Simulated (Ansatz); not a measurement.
# C₂HF₂Sn radical: a ladder of functionals and wavefunction methods

How much do the methods differ for C₂HF₂Sn radical? The plan is to run it at one geometry with functionals of several rungs and with coupled cluster. The yardstick is the atomisation energy at the CCSD(T) limit.

Method: functionals in def2-TZVPP, the program's frozen cores in correlated methods; program: Ansatz 0.2.0, Gaussian basis.

Plan: LDA (SPW92), PBE-D4, revPBE-D4, BLYP-D4, r2SCAN-D4, B97M-V, PBE0-D4, B3LYP-D4, r2SCANh-D4, r2SCAN0-D4, HSE06-D4, BHLYP-D4, CAM-B3LYP-D4, LC-ωPBE, ωB97X-V, ωB97M-V, B2PLYP, PBE-QIDH; CCSD(T)/def2-SVP; CCSD(T)/def2-TZVPP; MP2/def2-QZVPP; extrapolation to the limit; RPA on PBE.

## (1) The geometry

An earlier PBE0-D4 in a triple-zeta def2 set relaxation fixed the geometry. Sn takes the def2 core potential; no spin-orbit term is included.

SMILES `C#[C][Sn]([F])[F]`, 6 atoms, charge 0, spin multiplicity 2.

Atoms are counted from 1 here; the program's logs count them from 0.

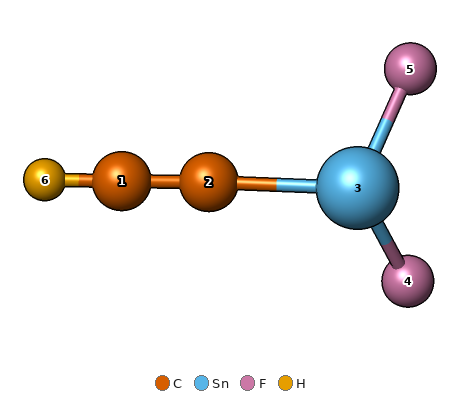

The structure; carbon orange, tin blue, fluorine pink, hydrogen amber; atoms are numbered from 1 in the order of the file.

## (2) LDA

This LDA is Slater exchange with PW92 correlation.

in.yaml reads:

```yaml
crystal:
  periodic: [false, false, false]
  atoms:
    - {symbol: C, position_ang: [-0.230698, 0.672594, 1.751827]}
    - {symbol: C, position_ang: [0.006686, 0.182234, 0.674925]}
    - {symbol: Sn, position_ang: [0.640376, -0.801075, -1.043969]}
    - {symbol: F, position_ang: [-0.857251, -1.773346, -1.733269]}
    - {symbol: F, position_ang: [0.954482, 0.529919, -2.383041]}
    - {symbol: H, position_ang: [-0.471495, 1.125773, 2.687427]}
basis:
  gaussian: {orbitals: def2-TZVPP}
magnetization: {spin_polarized: true, initial_magnetization: 1}
hamiltonian: {xc: lda}
output: {orbitals: {seedname: orbitals}}
```

Run with:

```sh
$ ansatz run in.yaml --threads 4 --pin off --events-out ev --progress --plain --max-ram 10444MiB
```

After this run come: PBE-D4 (GGA); revPBE-D4 (GGA); BLYP-D4 (GGA); r2SCAN-D4 (meta-GGA); B97M-V (meta-GGA); PBE0-D4 (hybrid); B3LYP-D4 (hybrid); r2SCANh-D4 (hybrid); r2SCAN0-D4 (hybrid); HSE06-D4 (hybrid); BHLYP-D4 (hybrid); CAM-B3LYP-D4 (range-separated); LC-ωPBE (range-separated); ωB97X-V (range-separated); ωB97M-V (range-separated); B2PLYP (double hybrid); PBE-QIDH (double hybrid); CCSD(T) in def2-SVP; CCSD(T) in def2-TZVPP; MP2 in def2-QZVPP; RPA on PBE orbitals.

Q: Predict the results of all the runs planned. Wanted: atomisation energy, CCSD(T)/CBS; farthest beyond LDA; mean size of error, GGA; mean size of error, meta-GGA; mean size of error, hybrid; mean size of error, range-separated; mean size of error, double hybrid; gap, smallest and largest; T1 diagnostic.

**Answer**, as computed:

| quantity | value |
| --- | --- |
| atomisation energy, CCSD(T)/CBS | 558.7 kcal/mol |
| functionals within 5.6 kcal/mol (1.0 %) | revPBE-D4, BLYP-D4, r2SCAN-D4, B97M-V, PBE0-D4, HSE06-D4, CAM-B3LYP-D4, LC-ωPBE, ωB97X-V, ωB97M-V |
| farthest beyond LDA | BHLYP-D4 (-38.3 kcal/mol) |
| mean size of error, GGA | 8.9 kcal/mol |
| mean size of error, meta-GGA | 1.0 kcal/mol |
| mean size of error, hybrid | 14.0 kcal/mol |
| mean size of error, range-separated | 2.9 kcal/mol |
| mean size of error, double hybrid | 9.1 kcal/mol |
| gap, smallest and largest | 0.77 eV (LDA (SPW92)), 8.12 eV (LC-ωPBE) |
| T1 diagnostic | 0.0176 |
| triples share of the correlation energy | 3.7 % |

What this shows: LDA overbinds by 98.9 kcal/mol (18 %). PBE-D4 is off by +21.6 kcal/mol. Double hybrids carry the basis error of their MP2 part in triple zeta, and no dispersion term here, so their miss is partly the set-up's. The rungs meta-GGA, range-separated miss on average by less than the doubt on the reference (5.6 kcal/mol), so they tie. The reference freezes the cores and leaves out spin-orbit coupling and excitations past (T), and its outer-core shells are covered unevenly, so misses under about 5.6 kcal/mol can't be ranked. All levels share the lack of spin-orbit coupling, which lowers the free heavy atoms and so the true binding. Hartree-Fock recovers 67 % of the binding; the rest is correlation. CCSD(T) in def2-SVP is off by -45.1 kcal/mol, more than most functionals: a good method in a small basis is no reference. Orbital gaps span 0.8 to 8.1 eV; exact exchange widens them. Correlated methods include outer-core shells of Sn, which these sets cover unevenly.
